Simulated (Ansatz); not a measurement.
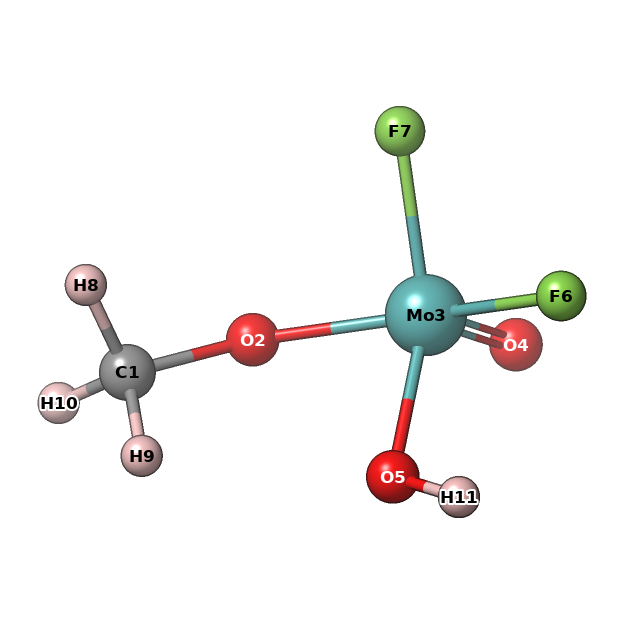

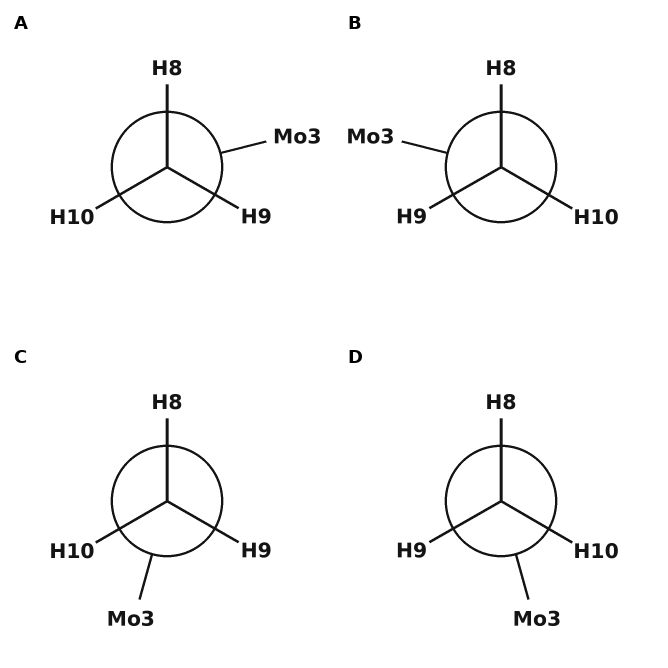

Depth is shown by fading: the farther an atom, the more it takes the colour of the background. Bonds that would overlap in a projection are set slightly apart. The species is neutral and a spin singlet. Computed geometry: PBE0-D4/def2-TZVP optimisation.

Which Newman projection shows the view along C1–O2, with C1 in front?

A. The torsion angle H8–C1–O2–Mo3 is 76°, synclinal (gauche).
